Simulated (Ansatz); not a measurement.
SiNH$_{6}$F: several calculations on one system

### Relaxation

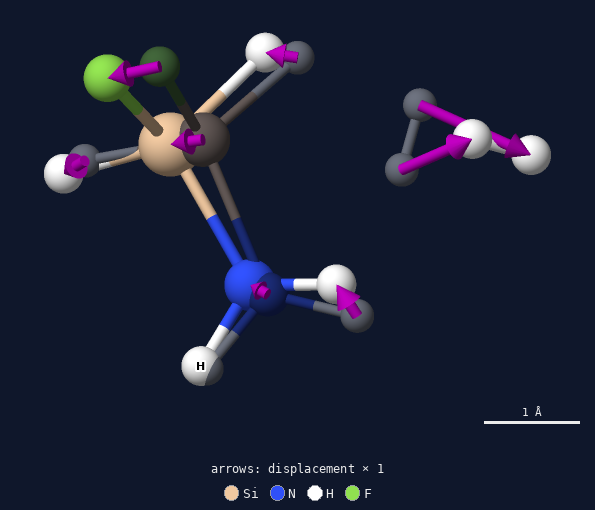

This is a relaxation of SiNH$_{6}$F. The starting structure is drawn faded, the final one solid; purple arrows show the displacements, at their true length. The two geometries are superimposed by the best rigid fit.

The picture is a ball-and-stick view, seen at a tilt.

The run prepares an end point of a later path (reaction) calculation, from a guessed geometry.

All numbers below come from Ansatz 0.2.0, RKS PBE/6-31G*. Settings: no spin polarisation; force threshold 0.03 eV/Å; at most 50 steps.

Question: Atoms of which element are displaced furthest, and by how much?

Answer: Hydrogen: up to 1.30 Å, against 0.60 Å for fluorine.

Question: Describe the change and its energy.

Answer: An H atom moves most after the best rigid fit: 1.30 Å. Largest moves by element: H 1.30 Å, F 0.60 Å, Si 0.38 Å, N 0.23 Å. Some distances before and after: N–Si 1.776 → 1.724 Å, H–H 0.711 → 0.752 Å, H–Si 1.491 → 1.495 Å. Among the angles between lasting bonds that change: Si–N–H 126.5° → 120.0°, N–Si–H 104.1° → 106.8°, N–Si–H 109.2° → 106.7°. The energy falls by 7.80 kcal/mol in 22 accepted moves (24 points after the start). Largest force component: 1.2 eV/Å at the start, 0.016 eV/Å at the end. The line search rejected the trial steps at points 21, 23 of the run. The forces were under the threshold at step 8, but the run went on from there.

### Relaxation

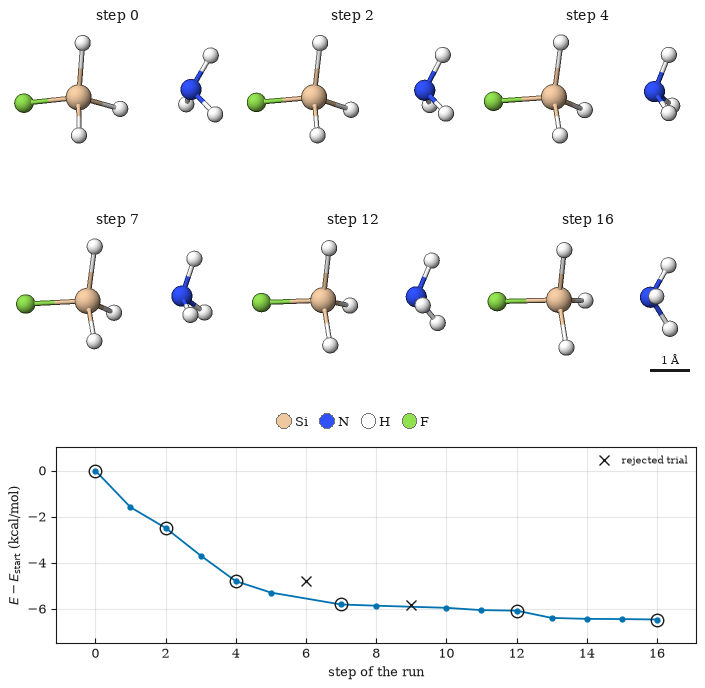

Frames of a relaxation of SiNH₆F, marked on the history of the run. Style: ball-and-stick. Shown at a tilt.

The run prepares an end point of a later path (reaction) calculation, from a guessed geometry.

These are results of RKS PBE/6-31G* (Ansatz 0.2.0), not measurements.

The input:
```yaml
crystal:
  periodic: [false, false, false]
  atoms:
    - { symbol: Si, position_ang: [0.402206, -0.225873, -0.486025] }
    - { symbol: "N", position_ang: [-0.227313, -0.233151, 2.460342] }
    - { symbol: H, position_ang: [-0.850742, -0.819116, 3.025155] }
    - { symbol: H, position_ang: [0.096105, 0.524646, 3.070034] }
    - { symbol: F, position_ang: [1.115404, -0.375183, -1.946773] }
    - { symbol: H, position_ang: [0.261023, 1.232658, -0.189129] }
    - { symbol: H, position_ang: [-0.922478, -0.91736, -0.548784] }
    - { symbol: H, position_ang: [1.28416, -0.878082, 0.502826] }
    - { symbol: H, position_ang: [0.613436, -0.81074, 2.248554] }
basis:
  gaussian: { orbitals: "6-31G*" }
hamiltonian:
  xc: pbe
relax:
  f_tol: 0.03
  max_steps: 50
output:
  orbitals: {}
```

Command:
```bash
ansatz run input.yaml --threads 1 --pin off --max-ram 2048MiB --backend cpu --events-out ev --progress --plain --runs-dir out
```

Question: What happens along the run?

Answer: The atom that moves furthest after the best rigid fit is H3 (1.00 Å). By element the largest moves are H 1.00 Å, F 0.42 Å, N 0.34 Å, Si 0.27 Å. Among the contacts that change: Si1–N2 3.013 → 2.444 Å, Si1–H8 1.477 → 1.501 Å, N2–H9 1.042 → 1.027 Å, Si1–F5 1.632 → 1.648 Å. Among the angles between lasting bonds that change: F5–Si1–H6 107.9° → 103.4°, H6–Si1–H8 110.7° → 114.8°, F5–Si1–H8 107.3° → 103.5°. Over 14 accepted moves (16 points after the start) the energy falls by 6.47 kcal/mol. The largest force component goes from 0.54 to 0.0036 eV/Å. The line search rejected the trial steps at points 6, 9 of the run. The forces were under the threshold at step 7, but the run went on from there. Cost: 27 s on 1 thread of Arm Neoverse V2, on a shared host, peak memory 0.13 GiB. From step 0 to 2: H9 moves most (0.22 Å), energy −2.49 kcal/mol. From step 2 to 4: H3 moves most (0.32 Å), energy −2.31 kcal/mol. From step 4 to 7: H3 moves most (0.22 Å), energy −1.01 kcal/mol. From step 7 to 12: H atoms move most (0.30 Å), energy −0.27 kcal/mol. From step 12 to 16: H atoms move most (0.23 Å), energy −0.38 kcal/mol.

```json
{"step": "0", "E − E(0), kcal/mol": "0.00", "largest force component, eV/Å": "0.5445", "note": ""}
{"step": "1", "E − E(0), kcal/mol": "-1.59", "largest force component, eV/Å": "0.6620", "note": ""}
{"step": "2", "E − E(0), kcal/mol": "-2.49", "largest force component, eV/Å": "0.3709", "note": ""}
{"step": "3", "E − E(0), kcal/mol": "-3.69", "largest force component, eV/Å": "0.2073", "note": ""}
{"step": "4", "E − E(0), kcal/mol": "-4.80", "largest force component, eV/Å": "0.6226", "note": ""}
{"step": "5", "E − E(0), kcal/mol": "-5.30", "largest force component, eV/Å": "0.6214", "note": ""}
{"step": "6", "E − E(0), kcal/mol": "-4.78", "largest force component, eV/Å": "0.6873", "note": "rejected"}
{"step": "7", "E − E(0), kcal/mol": "-5.81", "largest force component, eV/Å": "0.0251", "note": ""}
{"step": "8", "E − E(0), kcal/mol": "-5.87", "largest force component, eV/Å": "0.0514", "note": ""}
{"step": "9", "E − E(0), kcal/mol": "-5.83", "largest force component, eV/Å": "0.5237", "note": "rejected"}
{"step": "10", "E − E(0), kcal/mol": "-5.96", "largest force component, eV/Å": "0.0473", "note": ""}
{"step": "11", "E − E(0), kcal/mol": "-6.06", "largest force component, eV/Å": "0.1554", "note": ""}
{"step": "12", "E − E(0), kcal/mol": "-6.08", "largest force component, eV/Å": "0.4094", "note": ""}
{"step": "13", "E − E(0), kcal/mol": "-6.40", "largest force component, eV/Å": "0.0287", "note": ""}
{"step": "14", "E − E(0), kcal/mol": "-6.44", "largest force component, eV/Å": "0.1380", "note": ""}
{"step": "15", "E − E(0), kcal/mol": "-6.45", "largest force component, eV/Å": "0.0662", "note": ""}
{"step": "16", "E − E(0), kcal/mol": "-6.47", "largest force component, eV/Å": "0.0036", "note": ""}
```

### Path

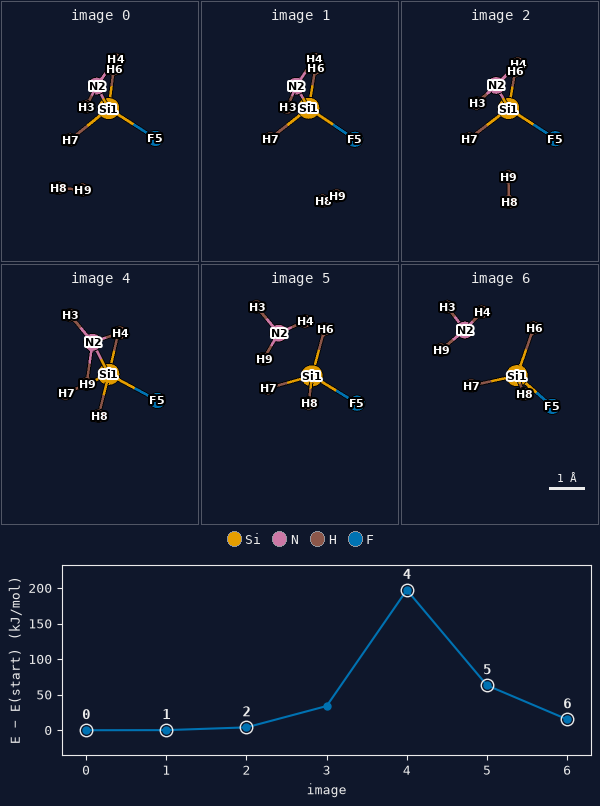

A nudged-elastic-band calculation for SiNH6F, made up at the start of SiNH4F and H₂. Images are numbered from 0 (start) to 6 (end). The picture is a ball-and-stick view, seen from a free direction.

Theory: RKS PBE/6-31G* in Ansatz 0.2.0. Settings: 5 movable images; climbing image; force threshold 0.05 eV/Å; iteration limit 60; starting path through a guess of the saddle point.

Describe the mechanism and the energy profile.

Answer. Breaking: H8–H9 (0.75 → 1.11 at the top → 2.79 Å), Si1–N2 (1.72 → 1.91 at the top → 2.44 Å). Forming: N2–H9 (3.35 → 1.25 at the top → 1.03 Å), Si1–H8 (4.17 → 1.84 at the top → 1.50 Å). The energy climbs by 197.3 kJ/mol to image 4 and then falls by 182.0 kJ/mol, so the end point sits at +15.3 kJ/mol. The band is converged.

Limits of the set-up: the start holds two separate molecules, 2.5 Å apart at their closest, whose relative position is a soft coordinate and is computed without a dispersion correction.
